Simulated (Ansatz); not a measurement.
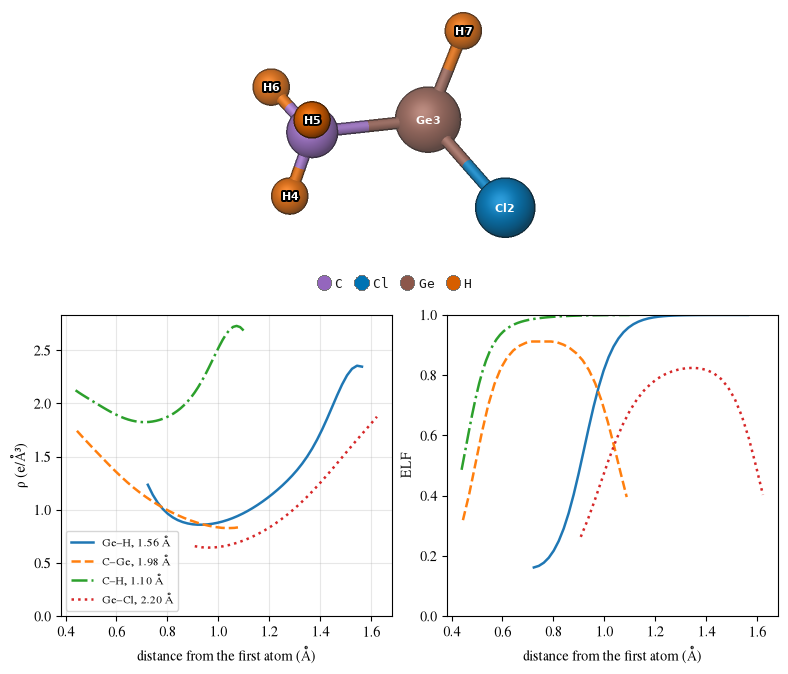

*CH₄ClGe (SMILES [CH3][GeH][Cl]) (doublet). Electron density and ELF along straight lines between neighbouring atoms. The curves leave out the atomic cores. The structure is drawn too.*

Geometry: B3LYP-D3(BJ)/def2-SVP.

All numbers below come from Ansatz, isolated molecule in a Gaussian basis; Kohn-Sham density functional theory, functional PBE0.

```yaml
atoms:
  - { symbol: C, position_ang: [-0.0054, 0.3347, 0.5826] }
  - { symbol: Cl, position_ang: [-1.7374, -1.1733, -1.8585] }
  - { symbol: Ge, position_ang: [-1.8307, 0.2316, -0.1695] }
  - { symbol: H, position_ang: [0.3076, -0.6499, 0.9563] }
  - { symbol: H, position_ang: [0.6803, 0.6554, -0.2175] }
  - { symbol: H, position_ang: [0.0173, 1.0662, 1.4042] }
  - { symbol: H, position_ang: [-2.2684, 1.6020, -0.7808] }
```

Compare the contacts.

Answer. Ge–H (1.56 Å): ρ at the midpoint is about 1 e/Å³; the ELF climbs to about 1 towards the hydrogen.
C–Ge (1.98 Å): the density is about 0.84 e/Å³ at the midpoint; the ELF peaks at about 0.90 in the valence shell of C, 0.7 Å from its nucleus, and is about 0.70 at the midpoint.
C–H (1.10 Å): ρ is about 2 e/Å³ halfway; the ELF climbs to about 1 towards the hydrogen: a covalent bond by its length.
Ge–Cl (2.20 Å): the density is about 0.71 e/Å³ at the midpoint; the ELF peaks at about 0.80 in the valence shell of Cl, 0.9 Å from its nucleus, and is about 0.70 at the midpoint.
